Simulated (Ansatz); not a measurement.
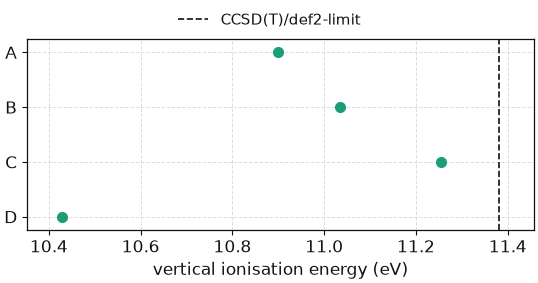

Vertical ionisation energy of CH₃AlCl₂, SMILES [CH3][Al]([Cl])[Cl], singlet, taken as the energy of the cation less that of the neutral at fixed geometry (unrestricted doublet cation, cores frozen in correlated methods, no spin-orbit coupling), the Ansatz code, at a PBE0-D4/def2-TZVP geometry (a minimum by its frequencies). Limit means an estimate of the basis limit from triple and quadruple zeta; for coupled cluster it is either extrapolated directly or built as the MP2 limit plus the step from MP2 in triple zeta. B2PLYP/def2-TZVPP holds a correlation term that converges slowly with the basis, so part of the distance to the limit is basis error. The distance of CCSD/def2-TZVPP to the limit includes basis error.

### The letters stand for B2PLYP/def2-TZVPP, CCSD/def2-TZVPP, HF/def2-limit and PBE0-D4/def2-TZVPP. Which is which?

A: PBE0-D4/def2-TZVPP (10.90 eV); B: B2PLYP/def2-TZVPP (11.03 eV); C: CCSD/def2-TZVPP (11.26 eV); D: HF/def2-limit (10.43 eV).
